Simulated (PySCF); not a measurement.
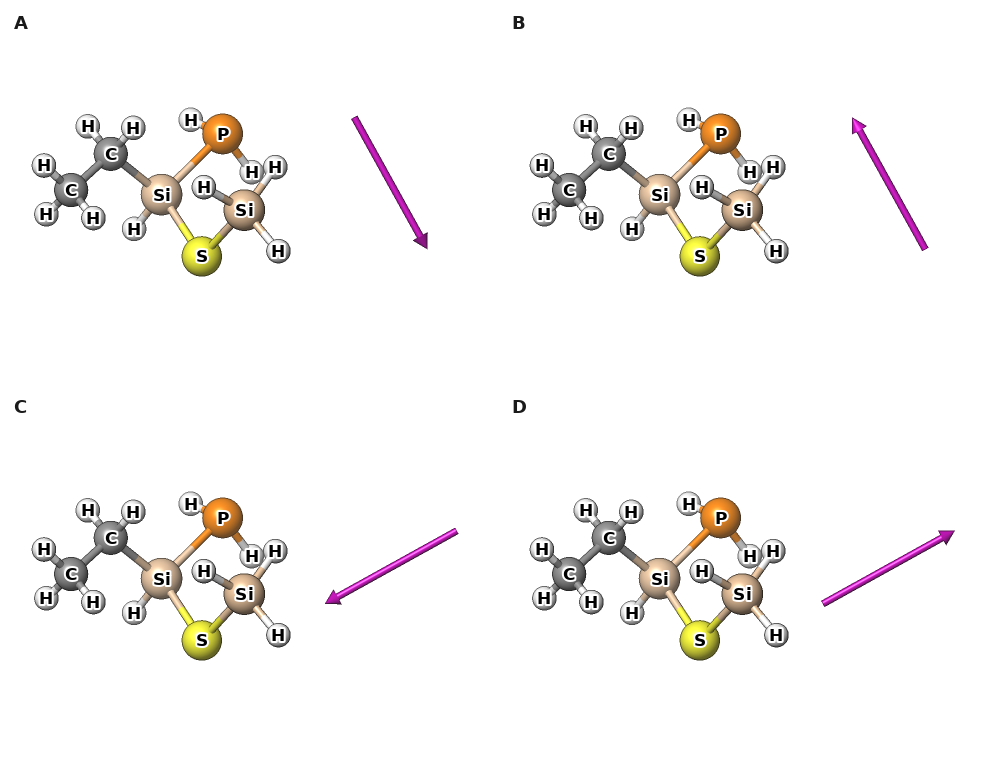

The same molecule four times, each with an arrow. Computed geometry: GFN2-xTB optimisation. No frequency run is at hand to confirm it as a minimum. Method: PBE0/pcSseg-1, gas phase (PySCF 2.14.0).

**Which arrow points along the dipole moment, from the negative to the positive end?**

B. The dipole moment is 1.45 D.

The geometry is semi-empirical. Around P, Si such bond lengths and angles can be off by a tenth of an ångström or more and by several degrees, and values that hang on the shape move with them.
